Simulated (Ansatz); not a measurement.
```csv
atom,x (Å),y (Å),z (Å)
Sn,-0.2883,0.4086,-0.2571
Cl,-0.3821,0.1040,2.0618
H,1.2664,-0.0037,-0.7712
H,-0.8486,1.9680,-0.5870
Cl,-1.7946,-1.1133,-1.1732
Br,2.1857,-3.3709,2.0754
H,1.2268,-2.4790,2.6261
```

Core potentials replace the inner electrons of Sn.

The calculation used RHF/def2-mTZVP (Ansatz 0.2.0).

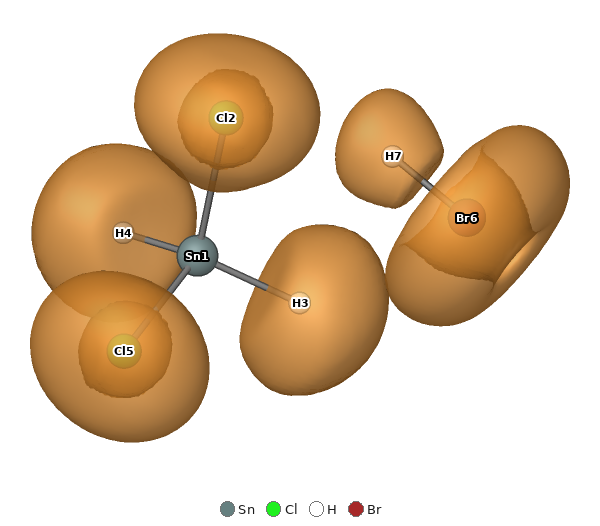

Cl$_{2}$H$_{2}$Sn···HBr. Isosurface of the electron localisation function at 0.75 (orange), seen at an oblique angle. Core shells and regions of very low density are left out.

Q: Identify the bonds, lone pairs and shells in this picture.

A: At this value the surface marks out three regions around hydrogen nuclei, one ring or bowl of non-bonding electrons around Br and two regions wrapped around Cl (the valence shell of each).

Values along the shortest contacts:
Cl2···H7 (3.09 Å): the ELF dips to about 0 between them; a non-bonded, intermolecular contact. Sn–Cl (2.33 Å): the ELF peaks at about 0.85 in the valence shell of Cl, 0.9 Å from its nucleus, and drops to about 0.15 between the two atoms.
